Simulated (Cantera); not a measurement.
Charge: 1 mol FeS2, 0.79 mol H2S, 1.4 mol O2, equilibrated at 702 °C.

Cantera equilibrium calculation (NASA polynomials, part measured and part estimated; ideal gas, pure solids and liquids). Candidate condensed phases: Fe, FeO, Fe(OH)2, Fe(OH)3, FeS, FeSO4, FeS2, Fe2O3, Fe2(SO4)3, Fe3O4, H2O, H2SO4, S; 22 gas species. FeS: taken at fixed stoichiometry. Gases not in the tables: S3 to S7. Rates play no part.

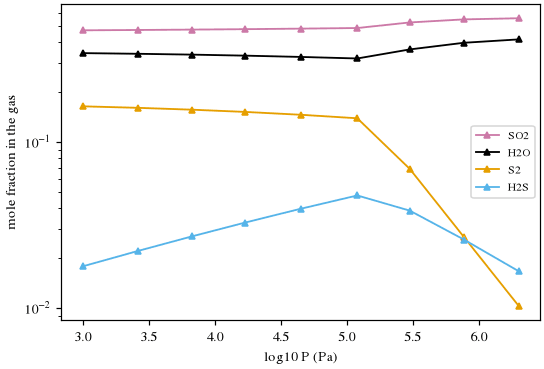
Fig. 1. Equilibrium gas composition (values under 1e-9 drawn at 1e-9)

From 7.50 Torr to 900 Torr the condensed part is FeS(s). From 2250 Torr to 15000 Torr the condensed part is FeS(s) + FeS2(s).
